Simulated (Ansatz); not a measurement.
TaC (rock salt)

```
CELL_PARAMETERS angstrom
      0.00000     2.22002     2.22002
      2.22002     0.00000     2.22002
      2.22002     2.22002     0.00000
ATOMIC_POSITIONS crystal
  C  0.00000 0.00000 0.00000
  Ta 0.50000 0.50000 0.50000
```

E(V) scan at fixed shape, V₀ the volume above. Symmetry pins the atoms to their sites.

Level of theory: PBEsol (plane waves to 420 eV, PAW, scalar-relativistic; Ansatz, an electronic-structure program). k mesh 18×18×18 (Γ-centred), Fermi-Dirac smearing 0.05 eV. The energy includes the smearing's −TS. Spin-orbit coupling is left out, though Ta is heavy. TaC is run without spin polarisation. TaC was relaxed with its symmetry unable to fall. ΔE is measured from the relaxed starting cell.

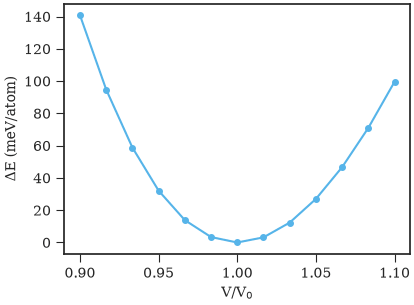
ΔE (meV/atom) against V/V₀; one marker a computed point.

Question: What is ΔE at V/V₀ = 1.100?

Answer: About 100 meV/atom.

Question: What is ΔE at V/V₀ = 0.900?

Answer: About 140 meV/atom.

Question: What bulk modulus B₀ follows from a third-order Birch-Murnaghan fit?

Answer: About 340 GPa.

(A scan under strain: stresses follow from slopes of the energy per volume, elastic moduli from its curvatures.)
